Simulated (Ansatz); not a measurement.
KNaAs4O6 (space group P6/mmm, No. 191): coordinates from a relaxation with DFT, PAW plane waves, pbe in Ansatz 0.2.0; the starting structure was generated, so it need not be a known form of this composition.

```
As Na O K
1.0
     5.31948    0.00000    0.00000
    -2.65974    4.60681    0.00000
     0.00000    0.00000    9.42793
As Na O K
4 1 6 1
Cartesian
  0.0000 3.0712 1.9157
  2.6597 1.5356 1.9157
  0.0000 3.0712 7.5123
  2.6597 1.5356 7.5123
  0.0000 0.0000 0.0000
  2.6597 0.0000 2.9350
  1.3299 2.3034 2.9350
  -1.3299 2.3034 2.9350
  -1.3299 2.3034 6.4930
  1.3299 2.3034 6.4930
  2.6597 0.0000 6.4930
  0.0000 0.0000 4.7140
```

Bonds are taken as As–O below 2.1 Å; K and Na are left out of the net, as the electropositive filling of the structure. The graph is simplified in the usual way: terminal and isolated atoms are pruned, two-connected atoms become edges.

What net does this leave?

The result is a uninodal 3-connected, two-periodic (layers) net: As is a 3-connected node. O becomes part of the edges. It is the hcb net, known from graphene. The layers lie parallel to (001).

```json
{"node": "As", "links": "3", "point symbol": "6^3", "coordination sequence": "3 6 9 12 15 18"}
```

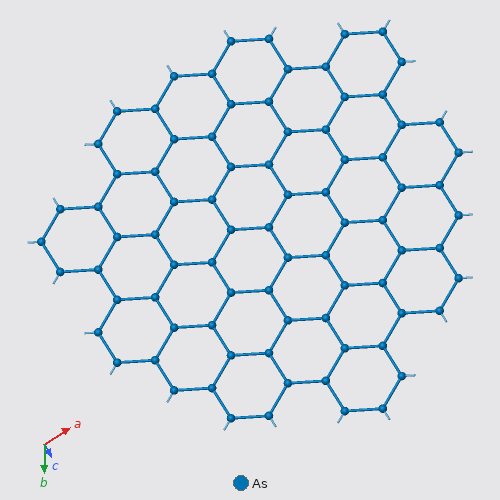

Nodes are coloured by topological kind. One layer is drawn. Edges to nodes outside the piece are drawn as stubs.
